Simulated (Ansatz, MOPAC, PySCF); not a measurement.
HBr (SMILES Br) and CH6Si (SMILES C[SiH3]) are pulled apart as rigid monomers along the line of their centres of mass, from the B3LYP-D3(BJ)/def2-TZVP minimum. Starting geometry (charge 0, multiplicity 1):
```xyz
10

Br    -1.429     0.061    -0.171
H     -0.303    -0.166     0.681
C     -0.971     0.463     3.747
Si     0.796    -0.098     3.485
H     -1.154     0.674     4.802
H     -1.676    -0.305     3.426
H     -1.181     1.370     3.177
H      1.762     0.949     3.896
H      1.038    -0.384     2.043
H      1.085    -1.342     4.237
```

Interaction energies with rigid monomers; basis-set methods are counterpoise corrected unless marked otherwise.

Rows in 3-21G carry no dispersion term and start afresh at each structure; the Pople sets are all-electron and without relativity. The state reached by PM6, PM7 isn't checked; PM7 holds dispersion and hydrogen-bond terms.

Programs: Ansatz (an electronic-structure program) with Gaussian orbitals; MOPAC for PM6, PM7 (differences of heats of formation); PySCF for 3-21G rows, the dispersion terms. 

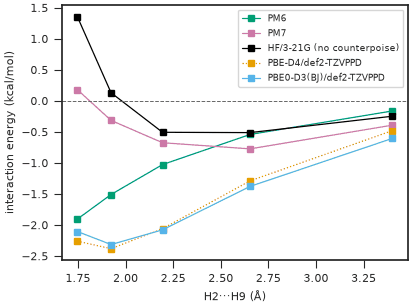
Figure. Interaction energy against separation

Task: Which level binds most strongly at H2···H9 = 1.92, and by how much?

Result: PBE-D4/def2-TZVPPD, -2.4 kcal/mol.
